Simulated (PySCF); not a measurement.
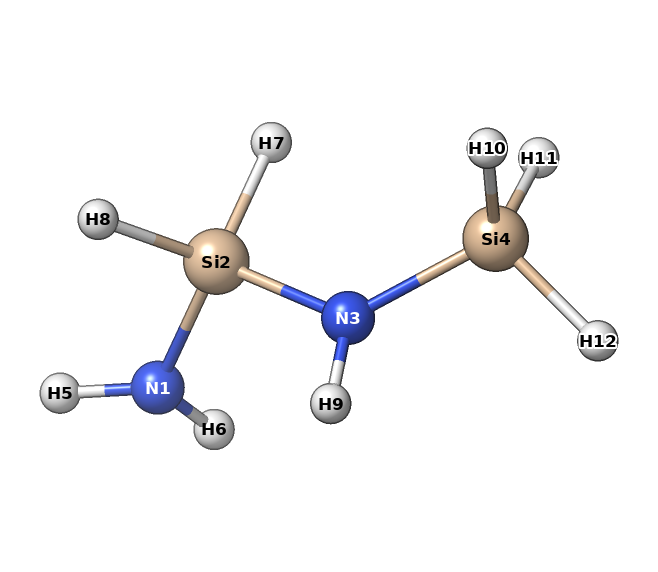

The geometry was computed by an optimisation with PBE0-D3(BJ)/def2-SVP. No frequency run is at hand to confirm it as a minimum. Properties computed with delta-SCF UKS PBE, pcX-2 on the ionised atom, pcseg-1 elsewhere, spin-free X2C (PySCF 2.14.0).

Give the core-electron binding energies (to vacuum; p and d levels without spin–orbit splitting) of N1 1s, Si2 1s, Si2 2p, N3 1s, Si4 1s, Si4 2p.

```
atom  level  binding energy (eV)
  N1     1s                403.8
 Si2     1s               1843.6
 Si2     2p                106.5
  N3     1s                403.2
 Si4     1s               1843.4
 Si4     2p                106.5
```
